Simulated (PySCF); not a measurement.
The calculation's input:

```
{"job": {"kind": "nmr", "xc": "PBE0", "basis": "pcSseg-1"}, "charge": 0, "multiplicity": 1}
C      1.615497    -0.339127     1.211821
C      0.955739    -0.191504    -0.153172
C      1.685481     0.881210    -0.952572
Cl     1.225046    -1.763327    -1.017590
C     -0.574452    -0.017665    -0.076414
C     -1.136517     0.453386    -1.424850
C     -0.955277     1.030404     0.975024
Si    -1.403000    -1.707059     0.325987
F     -2.836293    -1.320519     0.972086
H      2.643544    -0.674604     1.089843
H      1.091461    -1.060368     1.832019
H      1.629905     0.621133     1.721601
H      1.397786     0.865016    -1.999257
H      2.759398     0.717509    -0.894628
H      1.465524     1.864408    -0.542228
H     -2.224212     0.417960    -1.401909
H     -0.795193    -0.185942    -2.236055
H     -0.844620     1.480146    -1.638719
H     -0.451716     1.978264     0.787976
H     -2.027152     1.207083     0.930524
H     -0.716516     0.702072     1.982951
H     -1.754258    -2.462457    -0.861937
H     -0.754926    -2.469034     1.379579
```

Launched as:

```sh
OMP_NUM_THREADS=1 python probes_run.py task.json out
```

Geometry: GFN2-xTB.

Method: PySCF, PBE0/pcSseg-1, SCF density, gas phase, non-relativistic.

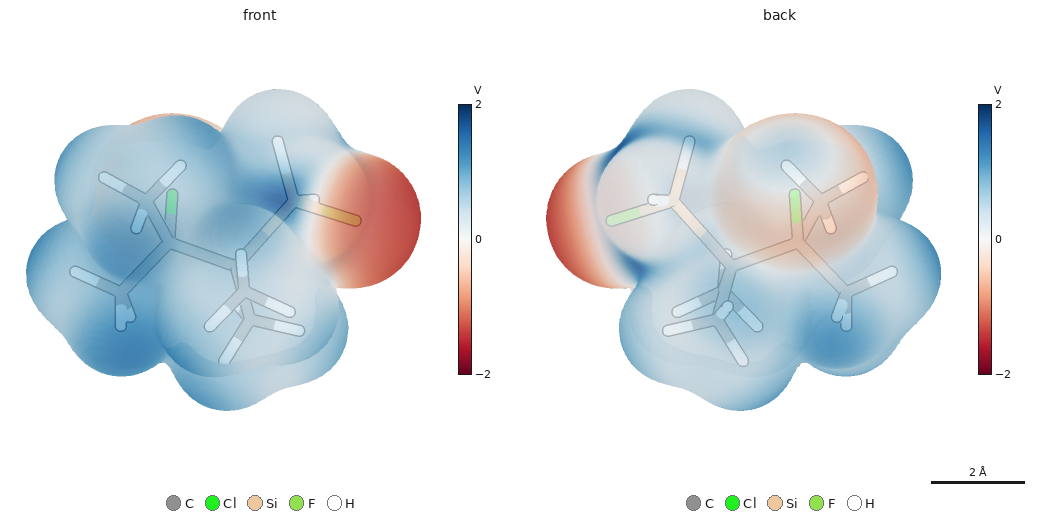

C6H14ClFSi (SMILES CC(C)(Cl)C(C)(C)[SiH2]F). The electrostatic potential painted on the density surface at 0.004 e/bohr³, seen from the front and from behind; the colour scale runs from red (negative) to blue (positive).

Which sites attract a positive test charge, and which a negative one?

A positive charge is drawn to the negative regions and a negative charge to the positive ones. The most negative region (about −1.4 V) lies over F9, the most positive (about +1.6 V) over Si8. Cl4 shows a σ-hole: about +0.5 V at the tip opposite its bond, against about −0.1 V on its flanks.

What dipole moment does the calculation give?

Its dipole moment is 2.73 D.
